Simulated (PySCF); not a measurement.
## Two runs on C$_{2}$H$_{7}$BNP

System: C$_{2}$H$_{7}$BNP.
Method of the first run: GIAO PBE0/6-31G NMR shielding, non-relativistic, gas phase (PySCF 2.14.0).

The geometry comes from this level: PBE0-D3(BJ)/def2-SVP. Text and figures count atoms from 1; the logs count them from 0 in places.

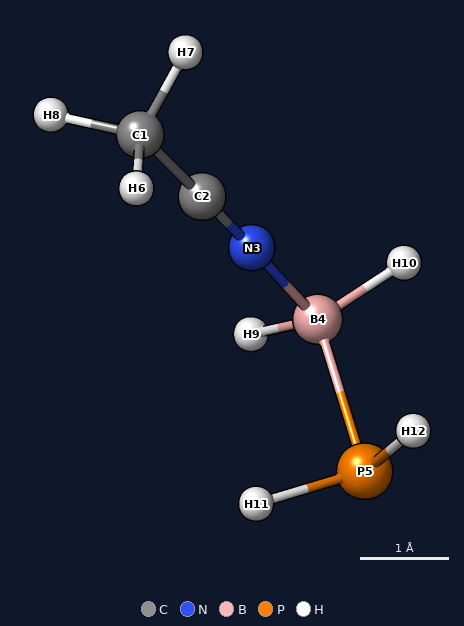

Figure 1. The input geometry (ball-and-stick view, seen at a tilt; atoms are numbered from 1 in the order of the input). Bond lengths as drawn: B–H 1.22 Å, B–N 1.52 Å, B–P 1.98 Å, C–C 1.45 Å, C–H 1.10 Å, C–N 1.15 Å and H–P 1.43 Å.

## Input, the first run
```
{"job": {"kind": "nmr", "xc": "PBE0", "basis": "6-31G", "pop": true}, "charge": 0, "multiplicity": 1}
C      2.372795     0.493050    -0.058316
C      1.041466     0.021946     0.250993
N     -0.028819    -0.339498     0.477106
B     -1.462607    -0.787794     0.727957
P     -2.673288     0.022818    -0.605683
H      2.342253     1.155760    -0.936165
H      2.782135     1.050133     0.797048
H      3.031944    -0.359925    -0.276064
H     -1.474093    -2.004082     0.624151
H     -1.759538    -0.410465     1.850295
H     -1.915182    -0.246982    -1.791400
H     -2.216531     1.378958    -0.528067
```

The first line tells a small driver script what to run in PySCF; the rest is the geometry in Å.

Launched with:
```bash
OMP_NUM_THREADS=1 python <driver script> task.json out
```

Hardware: 1 CPU thread, shared host.

## Output (the first run)
```
coarse grid: 10288 points
cycle   1  E = -500.9143485058  dE =  4.680e-01  |g| = 4.194e-01  |ddm| = 3.209e+00
cycle   2  E = -500.7659740534  dE =  1.484e-01  |g| = 9.012e-01  |ddm| = 1.500e+00
cycle   3  E = -500.9749510194  dE = -2.090e-01  |g| = 1.072e-01  |ddm| = 8.719e-01
cycle   4  E = -500.9778678261  dE = -2.917e-03  |g| = 4.187e-02  |ddm| = 1.589e-01
cycle   5  E = -500.9782474659  dE = -3.796e-04  |g| = 8.512e-03  |ddm| = 4.159e-02
cycle   6  E = -500.9782722524  dE = -2.479e-05  |g| = 1.325e-03  |ddm| = 1.437e-02
cycle   7  E = -500.9782728803  dE = -6.279e-07  |g| = 3.609e-04  |ddm| = 2.790e-03
final grid: 94152 points
cycle   8  E = -500.9304010119  dE = -1.184e-05  |g| = 5.675e-03  |ddm| = 2.074e-02
cycle   9  E = -500.9303998012  dE =  1.211e-06  |g| = 6.041e-03  |ddm| = 1.512e-02
cycle  10  E = -500.9304115100  dE = -1.171e-05  |g| = 8.657e-04  |ddm| = 8.269e-03
cycle  11  E = -500.9304116648  dE = -1.549e-07  |g| = 2.099e-04  |ddm| = 6.923e-04
cycle  12  E = -500.9304116752  dE = -1.039e-08  |g| = 6.482e-05  |ddm| = 2.881e-04
cycle  13  E = -500.9304116766  dE = -1.355e-09  |g| = 9.976e-06  |ddm| = 1.020e-04
cycle  14  E = -500.9304116766  dE = -2.672e-11  |g| = 2.863e-06  |ddm| = 1.556e-05
converged SCF energy = -500.9304116766

GIAO shielding tensors (ppm)
atom      isotropic    diamagn.    paramagn.     s11        s22        s33       span
  0 C      195.589     247.795     -52.206    186.216    187.412    213.139     26.923
  1 C       91.170     275.621    -184.452     13.512     20.290    239.707    226.195
  2 N       59.374     325.718    -266.344    -92.714    -71.754    342.588    435.302
  3 B      143.659     190.918     -47.259    125.880    139.126    165.971     40.092
  4 P      585.235     967.838    -382.603    530.776    607.233    617.696     86.920
  5 H       30.167      28.279       1.889     25.194     28.724     36.584     11.390
  6 H       30.214      27.465       2.750     25.266     28.224     37.153     11.887
  7 H       30.215      27.498       2.717     25.268     28.223     37.153     11.885
  8 H       29.627      28.938       0.689     25.267     30.416     33.199      7.931
  9 H       29.630      28.921       0.710     25.283     30.408     33.200      7.917
 10 H       31.158      31.757      -0.599     27.704     28.622     37.148      9.444
 11 H       31.144      31.741      -0.598     27.686     28.603     37.142      9.456
```

The second run used a changed input.

## The two runs side by side

| quantity | the first run | the second run |
| --- | --- | --- |
| outcome | converged | converged |
| total energy (hartree) | −500.930412 | −495.205707 |
| HOMO (eV) | −5.97 | −3.17 |
| LUMO (eV) | −0.63 | 1.84 |
| dipole moment (D) | 8.79 | 7.04 |
| shielding of C1 (ppm) | 195.6 | 219.7 |
| shielding of C2 (ppm) | 91.2 | 139.2 |
| shielding of N3 (ppm) | 59.4 | 150.8 |
| shielding of P5 (ppm) | 585.2 | 677.2 |
| shielding of H9 (ppm) | 29.6 | 31.2 |
| shielding of H10 (ppm) | 29.6 | 31.2 |
| shielding of H12 (ppm) | 31.1 | 32.7 |
| SCF iterations | 14 | 12 |
| basis functions | 63 | 36 |
| wall time (shared host) | 9.7 s | 4.8 s |

What was changed in the input?

The change (lines with − go, lines with + come):
```diff
-"basis": "6-31G"
+"basis": "STO-3G"
```

The total energy of the second run is 3592.3 kcal/mol higher, which measures the change of basis and not a stability. The HOMO goes from −5.97 to −3.17 eV. The LUMO goes from −0.63 to 1.84 eV. The dipole moment goes from 8.79 to 7.04 D. Of all shieldings, the largest change is that of P5, by +92.0 ppm. The SCF takes 12 iterations against 14. The basis functions go from 63 to 36.

## Output (the second run)
```
coarse grid: 10288 points
cycle   1  E = -495.1423906202  dE =  3.305e-01  |g| = 4.699e-01  |ddm| = 4.288e+00
cycle   2  E = -494.9154168524  dE =  2.270e-01  |g| = 1.011e+00  |ddm| = 1.872e+00
cycle   3  E = -495.2237265418  dE = -3.083e-01  |g| = 3.530e-02  |ddm| = 1.192e+00
cycle   4  E = -495.2241026208  dE = -3.761e-04  |g| = 2.523e-02  |ddm| = 1.104e-01
cycle   5  E = -495.2243284851  dE = -2.259e-04  |g| = 2.682e-03  |ddm| = 4.422e-02
cycle   6  E = -495.2243324613  dE = -3.976e-06  |g| = 8.414e-04  |ddm| = 8.684e-03
final grid: 94152 points
cycle   7  E = -495.2057027479  dE = -4.841e-06  |g| = 3.330e-03  |ddm| = 1.349e-02
cycle   8  E = -495.2057029646  dE = -2.167e-07  |g| = 3.384e-03  |ddm| = 1.225e-02
cycle   9  E = -495.2057071541  dE = -4.190e-06  |g| = 9.152e-04  |ddm| = 5.978e-03
cycle  10  E = -495.2057073658  dE = -2.117e-07  |g| = 1.121e-04  |ddm| = 9.677e-04
cycle  11  E = -495.2057073699  dE = -4.139e-09  |g| = 2.548e-05  |ddm| = 2.192e-04
cycle  12  E = -495.2057073702  dE = -2.634e-10  |g| = 2.601e-06  |ddm| = 4.685e-05
converged SCF energy = -495.2057073702

GIAO shielding tensors (ppm)
atom      isotropic    diamagn.    paramagn.     s11        s22        s33       span
  0 C      219.740     245.251     -25.512    211.922    212.422    234.876     22.954
  1 C      139.222     267.465    -128.243     86.303     91.954    239.409    153.106
  2 N      150.800     325.747    -174.947     56.285     69.306    326.811    270.526
  3 B      144.702     195.733     -51.031    119.000    141.837    173.270     54.270
  4 P      677.208     954.829    -277.620    612.236    706.121    713.268    101.032
  5 H       30.320      29.805       0.515     25.053     28.091     37.816     12.763
  6 H       30.328      28.610       1.718     25.240     27.585     38.158     12.918
  7 H       30.328      28.657       1.672     25.240     27.585     38.159     12.919
  8 H       31.235      31.043       0.192     27.332     31.097     35.278      7.947
  9 H       31.238      30.976       0.262     27.339     31.092     35.282      7.943
 10 H       32.725      33.970      -1.245     28.868     30.130     39.178     10.310
 11 H       32.719      33.884      -1.165     28.865     30.108     39.183     10.318
```
